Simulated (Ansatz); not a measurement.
# Fields on a plane of ZrS2 (CdI2 type)

```yaml
crystal:
  lattice:
    - [3.67430, 0.00000, 0.00000]
    - [-1.83715, 3.18204, 0.00000]
    - [0.00000, 0.00000, 5.86030]
  atoms:
    - { symbol: Zr, position: [0.00000, 0.00000, 0.00000] }
    - { symbol: S, position: [0.33333, 0.66667, 0.24615] }
    - { symbol: S, position: [0.66667, 0.33333, 0.75385] }
```

The slice is a (0001) plane (indices of the conventional cell) through the point (0.000, 0.000, 0.000) (fractional), spanned by u = [110] and v = [1 -1 0] in vectors of this cell: u (3.67 Å) and v (6.36 Å, at 90° to u). It covers one period; positions are fractions (u, v).

Atoms on it: Zr at (0.00, 0.00); Zr at (0.50, 0.50).

The numbers are results of r2SCAN+rVV10 (plane waves to 500 eV, PAW, scalar-relativistic; Ansatz, a quantum-chemistry and plane-wave program), not measurements. k mesh 10×10×6. Inside the PAW spheres the values are not all-electron values, and peaks at nuclei hang on which shells count as valence. ZrS2 is run without spin polarisation. ZrS2 was relaxed with its symmetry unable to fall.

```
v \ u  0.00  0.12  0.25  0.38  0.50  0.62  0.75  0.88
-----  ----  ----  ----  ----  ----  ----  ----  ----
0.96      x  0.79  0.41  0.10  0.22  0.10  0.41  0.79
0.86   0.50  0.25  0.09  0.36  0.52  0.36  0.09  0.25
0.75   0.32  0.25  0.18  0.25  0.32  0.25  0.18  0.25
0.64   0.52  0.36  0.09  0.25  0.50  0.25  0.09  0.36
0.54   0.22  0.10  0.41  0.79     x  0.79  0.41  0.10
0.43   0.33  0.15  0.24  0.81     x  0.81  0.24  0.15
0.32   0.53  0.40  0.12  0.08  0.12  0.08  0.12  0.40
0.21   0.12  0.12  0.17  0.37  0.48  0.37  0.17  0.12
0.11   0.80  0.67  0.11  0.26  0.45  0.26  0.11  0.67
0.00      x     x  0.47  0.08  0.18  0.08  0.47     x
```

Values: electron localisation function (ELF). Points within 0.5 Å of a nucleus are blanked (x), as the pseudised field means little there.

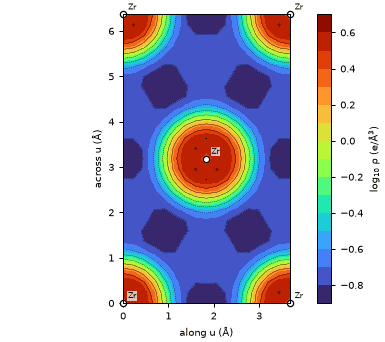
Log₁₀ of the valence density in e/Å³, one period of the plane, atoms marked. The scale is logarithmic, as a density can span decades between atoms and voids.
